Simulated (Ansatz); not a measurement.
**Molecular dynamics of ZrN$_{3}$H$_{6}$Cl (part 5 of 5)**

ZrN$_{3}$H$_{6}$Cl; RKS PBE/def2-SVP (Ansatz 0.2.0). It belongs to a series of runs on one base structure; here: dynamics from the start.

Geometry of the input (Å):
```
Zr -0.0226  -0.0196  0.0039
N  0.0851  0.0933  2.0366
H  -0.7144  -0.1005  2.6545
H  0.9169  0.2156  2.6248
N  1.8952  0.0159  -0.6871
H  2.5076  -0.8109  -0.6864
H  2.3778  0.7659  -1.1945
N  -0.9143  1.7003  -0.6320
H  -1.2785  1.8290  -1.5856
H  -1.1988  2.5121  -0.0725
Cl -1.2116  -1.9817  -0.7326
```

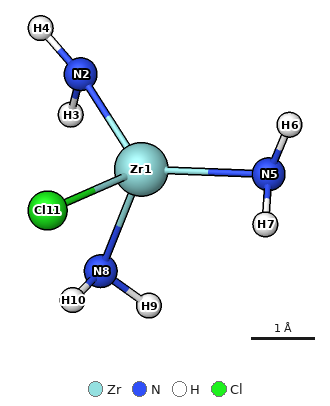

*The geometry at step 149 of the log (ball-and-stick view, seen at a tilt; atoms are numbered from 1 in the order of the input).*

Trajectory as extended XYZ, continued
```
11
Properties=species:S:1:pos:R:3:forces:R:3 step=129 time_fs=64.5 energy=-18357.11954 temperature=556.4
Zr    0.1411    0.0296    0.0749   -0.9510  -0.3530  -1.0631
N    -0.2431   -0.0057    2.0579   -0.3938   2.7437  -0.6471
H    -0.6794    1.0607    2.0277    0.7744  -3.0725   0.7267
H    -0.3829   -0.4908    2.9543    0.0460   0.4387  -0.1011
N     2.0114   -0.1276   -1.0471   -1.7955  -0.2573   0.0491
H     2.6480   -0.9160   -0.9749    0.8361  -0.3083   0.8090
H     1.7973   -0.2826   -2.0570   -0.2967   0.7096   0.1123
N    -1.3855    1.4682   -0.4344    1.2760  -0.3884  -1.8555
H    -1.0229    2.1592   -1.1516   -0.1378  -0.0588   0.8182
H    -1.9767    0.9065   -1.1116    0.0577   0.2382   0.9448
Cl   -1.2362   -1.8086   -0.7428    0.5848   0.3081   0.2067
11
Properties=species:S:1:pos:R:3:forces:R:3 step=132 time_fs=66.0 energy=-18357.16367 temperature=594.3
Zr    0.1387    0.0296    0.0766   -0.8399  -0.3595  -1.2572
N    -0.2398   -0.0033    2.0576   -0.0551   1.1765   0.0389
H    -0.6568    1.0123    1.9888    0.2367  -1.9739   1.0012
H    -0.3939   -0.5120    2.9690    0.1664   1.0051  -0.9955
N     2.0192   -0.1211   -1.0564   -1.6263  -0.4709   0.5244
H     2.6580   -0.9138   -0.9700    0.7325  -0.1018   0.8873
H     1.7980   -0.3301   -2.0438   -0.4617   0.7194  -0.3694
N    -1.3887    1.4819   -0.4428    1.0580  -1.3738  -0.9400
H    -1.0227    2.1718   -1.1137    0.0945   0.5734   0.0166
H    -1.9528    0.8802   -1.1134    0.1119   0.4745   0.8832
Cl   -1.2359   -1.8102   -0.7418    0.5831   0.3312   0.2104
11
Properties=species:S:1:pos:R:3:forces:R:3 step=134 time_fs=67.0 energy=-18357.15624 temperature=588.0
Zr    0.1370    0.0295    0.0776   -0.7579  -0.3645  -1.4042
N    -0.2377   -0.0005    2.0573    0.4468  -0.3417   0.3649
H    -0.6399    0.9676    1.9687   -0.3862  -0.6023   1.0907
H    -0.4003   -0.5205    2.9735    0.2250   1.2237  -1.3382
N     2.0230   -0.1171   -1.0622   -1.4169  -0.7221   0.7748
H     2.6692   -0.9131   -0.9615    0.5264   0.1815   0.8661
H     1.7958   -0.3576   -2.0369   -0.5174   0.6891  -0.5584
N    -1.3900    1.4899   -0.4493    0.9683  -1.9898  -0.2195
H    -1.0221    2.1833   -1.0878    0.2688   1.0189  -0.5190
H    -1.9362    0.8654   -1.1092    0.0654   0.5627   0.7308
Cl   -1.2355   -1.8111   -0.7411    0.5776   0.3446   0.2120
11
Properties=species:S:1:pos:R:3:forces:R:3 step=137 time_fs=68.5 energy=-18357.02949 temperature=479.0
Zr    0.1344    0.0293    0.0788   -0.6251  -0.3591  -1.6130
N    -0.2338    0.0027    2.0574    1.6599  -3.2054   0.6410
H    -0.6196    0.8984    1.9482   -1.7156   2.3337   0.9727
H    -0.4079   -0.5222    2.9682    0.2506   1.2450  -1.3778
N     2.0269   -0.1122   -1.0698   -1.1133  -1.1395   0.9579
H     2.6902   -0.9099   -0.9412    0.1338   0.6504   0.7310
H     1.7879   -0.3926   -2.0314   -0.4900   0.6411  -0.5566
N    -1.3906    1.4993   -0.4593    1.0968  -2.4246   0.6585
H    -1.0187    2.2099   -1.0541    0.3609   1.3384  -0.9685
H    -1.9109    0.8481   -1.0969   -0.1211   0.5589   0.3422
Cl   -1.2346   -1.8123   -0.7399    0.5630   0.3610   0.2124
11
Properties=species:S:1:pos:R:3:forces:R:3 step=139 time_fs=69.5 energy=-18356.93176 temperature=395.0
Zr    0.1325    0.0292    0.0794   -0.5350  -0.3413  -1.7142
N    -0.2299    0.0024    2.0579    2.4569  -4.6132   0.5492
H    -0.6153    0.8640    1.9404   -2.5167   4.0033   0.7841
H    -0.4115   -0.5160    2.9565    0.2089   1.0227  -1.0399
N     2.0285   -0.1098   -1.0741   -0.9885  -1.3704   0.9553
H     2.7053   -0.9041   -0.9231   -0.1127   0.8996   0.5904
H     1.7797   -0.4120   -2.0311   -0.4006   0.6262  -0.3863
N    -1.3900    1.5035   -0.4654    1.4242  -2.1926   0.9625
H    -1.0144    2.2353   -1.0370    0.2197   1.1338  -0.9154
H    -1.8946    0.8399   -1.0863   -0.3054   0.4641   0.0041
Cl   -1.2339   -1.8130   -0.7390    0.5491   0.3679   0.2103
11
Properties=species:S:1:pos:R:3:forces:R:3 step=142 time_fs=71.0 energy=-18356.98597 temperature=441.5
Zr    0.1297    0.0289    0.0799   -0.4076  -0.2929  -1.7773
N    -0.2208   -0.0038    2.0594    2.6067  -3.7076  -0.4516
H    -0.6315    0.8480    1.9356   -2.5116   3.8139   0.7045
H    -0.4152   -0.4982    2.9307    0.0212   0.3217   0.0632
N     2.0296   -0.1081   -1.0794   -0.9693  -1.5480   0.8528
H     2.7267   -0.8873   -0.8910   -0.3746   1.0875   0.3466
H     1.7640   -0.4356   -2.0337   -0.1950   0.6218  -0.0078
N    -1.3873    1.5072   -0.4734    2.1327  -1.2052   1.0599
H    -1.0065    2.2828   -1.0192   -0.2236   0.2910  -0.4736
H    -1.8733    0.8316   -1.0710   -0.6007   0.2485  -0.5184
Cl   -1.2324   -1.8139   -0.7376    0.5218   0.3692   0.2017
11
Properties=species:S:1:pos:R:3:forces:R:3 step=144 time_fs=72.0 energy=-18357.10115 temperature=540.6
Zr    0.1277    0.0286    0.0800   -0.3337  -0.2449  -1.7707
N    -0.2126   -0.0112    2.0600    1.9578  -1.3829  -1.5687
H    -0.6572    0.8603    1.9368   -1.6549   2.0790   0.8060
H    -0.4174   -0.4839    2.9132   -0.1827  -0.2867   1.0603
N     2.0295   -0.1082   -1.0821   -1.0682  -1.5196   0.7825
H     2.7389   -0.8697   -0.8674   -0.4494   1.0728   0.1873
H     1.7523   -0.4476   -2.0358   -0.0384   0.6116   0.2388
N    -1.3837    1.5085   -0.4778    2.5556  -0.4474   0.9973
H    -1.0022    2.3167   -1.0104   -0.5391  -0.3842  -0.1379
H    -1.8625    0.8277   -1.0635   -0.7465   0.1401  -0.7871
Cl   -1.2313   -1.8143   -0.7366    0.4994   0.3622   0.1921
11
Properties=species:S:1:pos:R:3:forces:R:3 step=146 time_fs=73.0 energy=-18357.15537 temperature=587.3
Zr    0.1257    0.0284    0.0800   -0.2706  -0.1829  -1.7550
N    -0.2030   -0.0196    2.0596    1.1265   0.9659  -2.5031
H    -0.6908    0.8825    1.9417   -0.6060   0.2019   0.8663
H    -0.4205   -0.4710    2.9007   -0.3797  -0.7968   1.9170
N     2.0287   -0.1094   -1.0843   -1.2445  -1.3655   0.7487
H     2.7490   -0.8470   -0.8428   -0.4347   0.9527   0.0480
H     1.7403   -0.4566   -2.0367    0.1131   0.5795   0.4258
N    -1.3783    1.5095   -0.4815    2.8050   0.1282   0.8760
H    -1.0005    2.3489   -1.0024   -0.7816  -0.9663   0.1198
H    -1.8552    0.8245   -1.0597   -0.8012   0.1352  -0.9232
Cl   -1.2300   -1.8146   -0.7355    0.4736   0.3480   0.1796
11
Properties=species:S:1:pos:R:3:forces:R:3 step=149 time_fs=74.5 energy=-18357.13947 temperature=573.6
Zr    0.1226    0.0279    0.0795   -0.1904  -0.0724  -1.7831
N    -0.1873   -0.0307    2.0557   -0.0611   2.9450  -2.5242
H    -0.7455    0.9158    1.9568    0.6544  -1.6892   0.7439
H    -0.4286   -0.4588    2.8994   -0.4090  -0.9618   2.1011
N     2.0258   -0.1129   -1.0867   -1.6110  -0.9292   0.8043
H     2.7604   -0.8048   -0.8057   -0.2559   0.6227  -0.1025
H     1.7236   -0.4651   -2.0342    0.3014   0.4723   0.5350
N    -1.3667    1.5111   -0.4860    2.7679   0.4172   0.5990
H    -1.0051    2.3879   -0.9891   -0.9485  -1.4913   0.3028
H    -1.8513    0.8213   -1.0622   -0.6770   0.3741  -0.8333
Cl   -1.2279   -1.8150   -0.7338    0.4292   0.3127   0.1569
11
Properties=species:S:1:pos:R:3:forces:R:3 step=151 time_fs=75.5 energy=-18357.13556 temperature=570.1
Zr    0.1205    0.0276    0.0790   -0.1407   0.0003  -1.8604
N    -0.1767   -0.0357    2.0510   -0.8194   3.2186  -1.5285
H    -0.7788    0.9292    1.9714    1.1990  -2.3092   0.5655
H    -0.4363   -0.4564    2.9109   -0.1705  -0.6658   1.3776
N     2.0225   -0.1161   -1.0875   -1.8752  -0.5522   0.9269
H     2.7664   -0.7727   -0.7815   -0.0655   0.3570  -0.1620
H     1.7141   -0.4679   -2.0294    0.3877   0.3580   0.4761
N    -1.3565    1.5126   -0.4885    2.5028   0.2323   0.3853
H    -1.0137    2.4054   -0.9785   -0.9303  -1.5682   0.2956
H    -1.8528    0.8211   -1.0689   -0.4847   0.6479  -0.6161
Cl   -1.2263   -1.8151   -0.7326    0.3969   0.2813   0.1399
11
Properties=species:S:1:pos:R:3:forces:R:3 step=154 time_fs=77.0 energy=-18357.16048 temperature=591.6
Zr    0.1174    0.0272    0.0778   -0.0651   0.0823  -2.0448
N    -0.1622   -0.0392    2.0423   -1.8242   2.8601   0.5436
H    -0.8177    0.9283    1.9980    1.6681  -2.6120   0.2637
H    -0.4489   -0.4580    2.9387    0.3832  -0.0587  -0.1726
N     2.0151   -0.1215   -1.0876   -2.1771   0.0111   1.2590
H     2.7750   -0.7217   -0.7466    0.2142   0.0126  -0.2220
H     1.7034   -0.4691   -2.0182    0.4489   0.1332   0.1999
N    -1.3382    1.5149   -0.4917    1.8877  -0.4535   0.1356
H    -1.0348    2.4179   -0.9602   -0.7420  -1.2572   0.1188
H    -1.8591    0.8272   -1.0841   -0.1407   1.0543  -0.1945
Cl   -1.2237   -1.8151   -0.7308    0.3470   0.2276   0.1132
11
Properties=species:S:1:pos:R:3:forces:R:3 step=156 time_fs=78.0 energy=-18357.19617 temperature=622.4
Zr    0.1153    0.0269    0.0768   -0.0123   0.1068  -2.1780
N    -0.1539   -0.0390    2.0367   -2.2911   2.4596   1.7552
H    -0.8339    0.9123    2.0176    1.7904  -2.5212   0.0756
H    -0.4554   -0.4599    2.9574    0.7256   0.2350  -1.0314
N     2.0084   -0.1251   -1.0866   -2.2395   0.3060   1.5765
H     2.7819   -0.6873   -0.7247    0.3156  -0.1184  -0.2768
H     1.6990   -0.4689   -2.0094    0.4507  -0.0339  -0.0737
N    -1.3243    1.5162   -0.4937    1.4243  -1.0756   0.0731
H    -1.0534    2.4186   -0.9472   -0.5398  -0.7785  -0.0880
H    -1.8644    0.8373   -1.0956    0.0619   1.2298   0.0724
Cl   -1.2219   -1.8151   -0.7295    0.3143   0.1905   0.0953
11
Properties=species:S:1:pos:R:3:forces:R:3 step=159 time_fs=79.5 energy=-18357.30753 temperature=718.1
Zr    0.1121    0.0265    0.0748    0.0735   0.0856  -2.3242
N    -0.1445   -0.0357    2.0308   -2.5234   1.7514   2.9131
H    -0.8423    0.8662    2.0473    1.6524  -1.9696  -0.1620
H    -0.4583   -0.4604    2.9754    1.0741   0.3978  -1.7441
N     1.9953   -0.1302   -1.0829   -2.0744   0.5452   2.1077
H     2.7949   -0.6369   -0.6944    0.2538  -0.1384  -0.4256
H     1.6963   -0.4692   -1.9972    0.4333  -0.2552  -0.4874
N    -1.3016    1.5165   -0.4966    0.8027  -2.0119   0.1336
H    -1.0858    2.4135   -0.9288   -0.2081   0.1977  -0.4427
H    -1.8716    0.8635   -1.1120    0.2488   1.2611   0.3623
Cl   -1.2190   -1.8149   -0.7275    0.2672   0.1364   0.0693
11
Properties=species:S:1:pos:R:3:forces:R:3 step=161 time_fs=80.5 energy=-18357.42578 temperature=819.6
Zr    0.1100    0.0262    0.0732    0.1361   0.0305  -2.3517
N    -0.1404   -0.0319    2.0292   -2.2580   1.1169   3.1961
H    -0.8380    0.8234    2.0664    1.2502  -1.2443  -0.2794
H    -0.4541   -0.4586    2.9775    1.1883   0.3272  -1.8270
N     1.9849   -0.1331   -1.0787   -1.8354   0.5640   2.3831
H     2.8051   -0.6041   -0.6767    0.0839  -0.0702  -0.5626
H     1.6971   -0.4707   -1.9917    0.4398  -0.3416  -0.6583
N    -1.2858    1.5151   -0.4984    0.5204  -2.3999   0.1986
H    -1.1089    2.4107   -0.9190   -0.0317   0.8022  -0.6045
H    -1.8751    0.8884   -1.1210    0.2695   1.1134   0.4532
Cl   -1.2169   -1.8147   -0.7262    0.2368   0.1017   0.0525
11
Properties=species:S:1:pos:R:3:forces:R:3 step=164 time_fs=82.0 energy=-18357.60186 temperature=971.0
Zr    0.1069    0.0258    0.0702    0.2353  -0.1085  -2.2511
N    -0.1369   -0.0249    2.0309   -0.9904  -0.2709   2.8390
H    -0.8217    0.7499    2.0923   -0.0569   0.5504  -0.3551
H    -0.4370   -0.4532    2.9648    1.1930  -0.0396  -1.3791
N     1.9668   -0.1367   -1.0694   -1.4212   0.4219   2.4625
H     2.8209   -0.5554   -0.6554   -0.2516   0.0590  -0.7621
H     1.7024   -0.4761   -1.9893    0.5067  -0.3249  -0.6084
N    -1.2614    1.5100   -0.5009    0.3462  -2.1668   0.1452
H    -1.1437    2.4140   -0.9095    0.1170   1.1582  -0.5378
H    -1.8780    0.9354   -1.1305    0.1310   0.6710   0.4197
Cl   -1.2138   -1.8144   -0.7242    0.1911   0.0502   0.0274
11
Properties=species:S:1:pos:R:3:forces:R:3 step=166 time_fs=83.0 energy=-18357.64518 temperature=1008.2
Zr    0.1049    0.0256    0.0680    0.2981  -0.2307  -2.0846
N    -0.1356   -0.0204    2.0345    0.4176  -1.3717   2.0584
H    -0.8103    0.7029    2.1076   -1.3770   2.0933  -0.3154
H    -0.4185   -0.4496    2.9478    1.0883  -0.4582  -0.6975
N     1.9536   -0.1388   -1.0610   -1.1630   0.2528   2.2404
H     2.8301   -0.5226   -0.6456   -0.4540   0.1222  -0.8487
H     1.7089   -0.4816   -1.9914    0.5734  -0.2157  -0.3637
N    -1.2448    1.5046   -0.5024    0.3288  -1.4023  -0.0353
H    -1.1663    2.4228   -0.9065    0.1824   0.9119  -0.2659
H    -1.8790    0.9710   -1.1342   -0.0541   0.2840   0.3024
Cl   -1.2116   -1.8142   -0.7228    0.1595   0.0145   0.0100
```
